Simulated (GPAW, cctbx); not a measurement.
# How far are the atoms of Cd3HgTe4 from free atoms?

Question: by how much does bonding change the structure factors of Cd3HgTe4?

The cell is our own: ordered zincblende alloy in the eight-atom cube, 1 of 4 Cd sites given to Hg. All numbers below are calculated.

## Step 1: Relax the structure

The density hangs on the geometry, so cell and atoms are relaxed first, with the symmetry held. The cutoff is set higher than for the density because stress converges slowly with plane waves.

Settings: GPAW 26.7.0, PBE, 650 eV, 3×3×3 k-points, Fermi–Dirac width 0.02 eV, BFGS to 0.02 eV/Å.

```text
cell
1.0
     6.637500000    0.000000000    0.000000000
     0.000000000    6.637500000    0.000000000
     0.000000000    0.000000000    6.637500000
Hg Te Cd
1 4 3
Direct
0.000000000 0.000000000 0.000000000
0.250000000 0.250000000 0.250000000
0.250000000 0.750000000 0.750000000
0.750000000 0.250000000 0.750000000
0.750000000 0.750000000 0.250000000
0.000000000 0.500000000 0.500000000
0.500000000 0.000000000 0.500000000
0.500000000 0.500000000 0.000000000
```

```console
$ OMP_NUM_THREADS=1 mpirun -n 4 gpaw python run.py > gpaw.log
```

```text
BFGS:    0      -19.693180        0.098454
BFGS:    1      -19.694059        0.090548
BFGS:    2      -19.699587        0.040671
BFGS:    3      -19.699754        0.036057
BFGS:    4      -19.699941        0.035587
BFGS:    5      -19.700223        0.027701
BFGS:    6      -19.700516        0.010892
cell  6.6141 6.6141 6.6141  90.00 90.00 90.00
volume 289.337 A^3, largest force 0.006 eV/A, largest stress 0.05 GPa
```

After 6 steps the volume has changed by -1.1 % and the energy by -0.007 eV; the largest stress left is 0.05 GPa. It took 1.7 min on 4 cores of Intel(R) Xeon(R) Platinum 8259CL CPU @ 2.50GHz (Skylake/Cascade Lake) (shared host), peak memory 1.6 GiB.

Relaxed structure: P-43m (no. 215), a = 6.6141 Å, b = 6.6141 Å, c = 6.6141 Å, α = 90.00°, β = 90.00°, γ = 90.00°.

| atom | mult. | x | y | z |
| --- | --- | --- | --- | --- |
| Hg1 | 1 | 0 | 0 | 0 |
| Te1 | 4 | 0.2512 | 0.2512 | 0.2512 |
| Cd1 | 3 | 0 | 1/2 | 1/2 |

## Step 2: The all-electron density

X-rays see the whole electron density, so the PAW density is rebuilt with its core regions. Subtracting spherical free atoms from the same code cancels the cores and leaves the deformation density Δρ, the part due to bonding.

Settings: PBE, 600 eV, 4×4×4 k-points, Fermi–Dirac width 0.02 eV; primitive cell of 8 atoms.

```console
$ OMP_NUM_THREADS=1 mpirun -n 4 gpaw python run.py > gpaw.log
```

```text
|iter:   1|       0s |  -20.468268 | -0.21 |       |
|iter:   2|       3s |  -20.312146 | -1.83 | -1.29 |
|iter:   3|       5s |  -19.737456 | -1.45 | -1.34 |
...
|iter:  10|      22s |  -19.731718c| -6.92 | -4.80c|
|iter:  11|      24s |  -19.731718c| -7.19 | -5.33c|
|iter:  12|      26s |  -19.731718c| -7.75c| -5.98c|
```

```text
grid (80, 80, 80)  electrons 432.000  moved by bonding 1.574 e
deformation density beyond 0.5 A of the nuclei: max 0.110, min -0.065 e/A^3
atom        x       y       z   Voronoi charge  moment
Hg1    0.0000  0.0000  0.0000      0.188       0.00
Te2    0.2512  0.2512  0.2512     -0.218       0.00
Te3    0.2512  0.7488  0.7488     -0.218       0.00
Te4    0.7488  0.2512  0.7488     -0.218       0.00
Te5    0.7488  0.7488  0.2512     -0.218       0.00
Cd6    0.0000  0.5000  0.5000      0.228       0.00
Cd7    0.5000  0.0000  0.5000      0.228       0.00
Cd8    0.5000  0.5000  0.0000      0.228       0.00
mean inner potential of superposed free atoms 13.484 V
total magnetic moment 0.000 muB
```

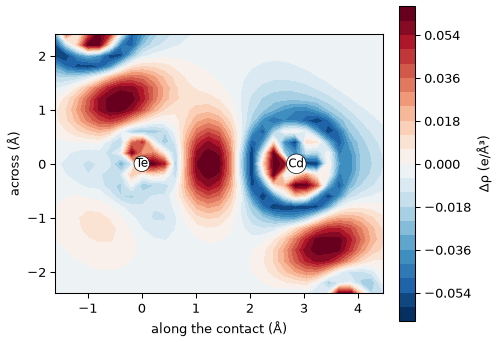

Deformation density in a plane through the shortest contact of the Te atom at the origin; red gains electrons, blue loses them.

Te gains most (-0.22 e) and Cd loses most (+0.23 e), as electronegativity suggests. Such charges fall far short of formal ones, since overlapping free atoms already put density on their neighbours. Along the shortest contact from the Te atom at the map's origin, Te–Cd at 2.86 Å, Δρ is +0.06 e/Å³ at the midpoint; the highest value on the line, +0.10, lies at the edge of the range, 0.5 Å from Cd, and is an atomic rather than a bond feature: a modest build-up. At the midpoints of other shortest contacts it is +0.05 (Hg–Te, 2.88 Å) e/Å³. Point values carry grid noise of about 0.01 e/Å³. The run needed 12 iterations, 41 s.

## Step 3: From the density to structure factors

The Fourier components of Δρ, added to those of the free atoms, give the static X-ray structure factors; the Mott–Bethe relation turns them into the Fourier components V of the potential that fast electrons feel.

```text
static structure factors of the conventional cell: F in electrons, V (Mott-Bethe) in volts
   h  k  l      d  |F| table  |F| free   |F| DFT   change   |V| free  |V| DFT  change %
   0  1  0  6.6141    30.107    30.052    30.044   -0.008     0.272    0.278      2.2
   0  1  1  4.6769    31.155    31.090    31.077   -0.013     0.319    0.324      1.4
   1  1  1  3.8187   274.234   274.339   274.436    0.097     7.269    7.235     -0.5
   0  2  0  3.3071    18.598    18.471    17.883   -0.588     0.424    0.322    -24.0
   0  2  1  2.9579    31.141    31.150    31.152    0.002     0.333    0.333     -0.1
   1  2  1  2.7002    29.563    29.587    29.590    0.003     0.297    0.296     -0.3
   0  2  2  2.3384   344.344   344.275   343.939   -0.336     7.595    7.624      0.4
   1  2  2  2.2047    27.317    27.345    27.341   -0.004     0.239    0.239      0.2
   0  3  0  2.2047    32.104    32.135    32.132   -0.003     0.349    0.349      0.1
   0  3  1  2.0916    28.217    28.238    28.262    0.023     0.258    0.257     -0.6
   1  3  1  1.9942   231.160   231.043   230.691   -0.352     4.706    4.728      0.5
   2  2  2  1.9093    16.899    16.608    16.874    0.266     0.031    0.059     90.9
   0  3  2  1.8344    24.162    24.152    24.155    0.002     0.170    0.170     -0.1
   1  3  2  1.7677    27.423    27.404    27.393   -0.011     0.238    0.238      0.3
```

The largest X-ray change is -0.59 e on 020, 3.2 % of |F|. For electrons V goes as (Z − F)/g², so a change of F counts against Z − F, which is small at low angle and wherever the atoms' terms cancel: |V| of 020 moves by -24.0 % (0.42 to 0.32 V) against -3.2 % in |F|. The last three rows still change by up to 0.27 e; the table stops while the angles are still low. The tabulated Hartree–Fock atoms differ from the free DFT atoms by up to 0.29 e, so the choice of reference atom matters too.

## Step 4: Answer

Bonding moves 1.57 e in the primitive cell of Cd3HgTe4 and changes the structure factors of the conventional cell in the table above by at most 0.59 e (020, 3.2 %). The shortest bond, Te–Cd, has Δρ = +0.06 e/Å³ at its midpoint. Limits: static density, frozen cores, no spin–orbit coupling.

[Outputs are excerpts: Python notices, other lines and further rows are left out; steps that failed or that the build refused (PBEsol, TPSS) are not shown.]

[Logs are printed without paths, hosts, clocks, repeated set-up lines and the standing remarks that a program may print on its own settings, such as how far it seeks lower states.]
